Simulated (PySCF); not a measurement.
Input file:

```
{"job": {"kind": "nmr", "xc": "PBE0", "basis": "pcSseg-1"}, "charge": 0, "multiplicity": 1}
O      1.589296    -0.117013     0.671155
C      1.135171     0.536700    -0.494466
C     -0.326227     0.163882    -0.649084
Si    -0.889901    -1.465711     0.201258
O     -1.700627    -0.258088     1.083401
C     -1.192577     0.788772     0.413886
S     -1.471978     2.333358     0.757120
H      2.467145     0.199109     0.906980
H      1.233563     1.627030    -0.399956
H      1.710357     0.201533    -1.369942
H     -0.677889     0.394899    -1.653657
H      0.001930    -2.191515     1.073996
H     -1.882653    -2.212470    -0.558419
```

Run with:

```sh
OMP_NUM_THREADS=1 python probes_run.py task.json out
```

Geometry: GFN2-xTB.

These are results of PBE0/pcSseg-1, SCF density, gas phase, non-relativistic in PySCF 2.14.0, not measurements.

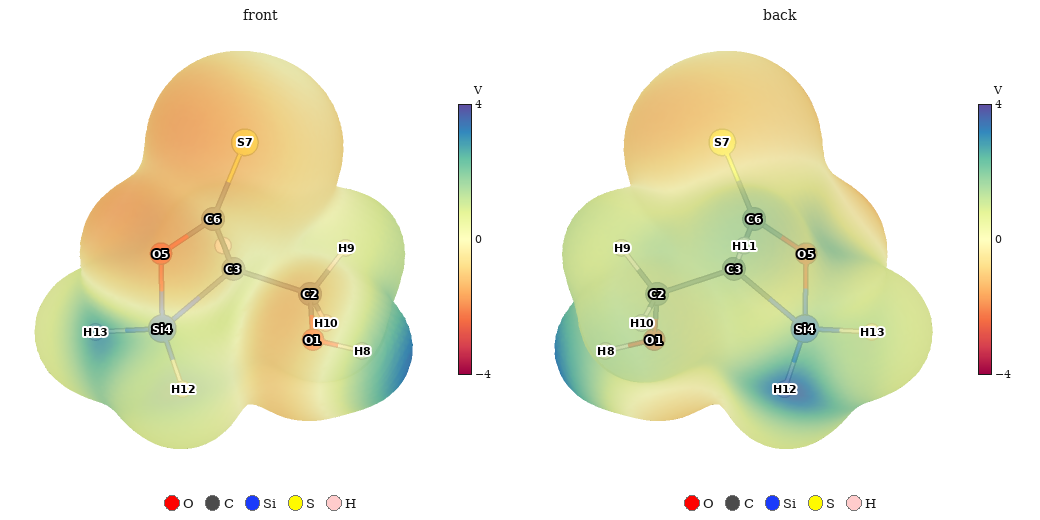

C₃H₆O₂SSi (SMILES OC[C@H]1[SiH2]OC1=S). The electrostatic potential painted on the density surface at 0.004 e/bohr³, seen from the front and from behind; the colour scale runs from red (negative) to blue (positive).

Which sites attract a positive test charge, and which a negative one?

Answer. A positive charge is drawn to the negative regions and a negative charge to the positive ones. The most negative region (about −1.7 V, or −39 kcal/mol for a unit charge) lies over O5 and S7, the most positive (about +3.3 V, or +76 kcal/mol for a unit charge) over Si4 and H8.

How polar is the molecule by this calculation?

Answer. Its dipole moment is 4.90 D.
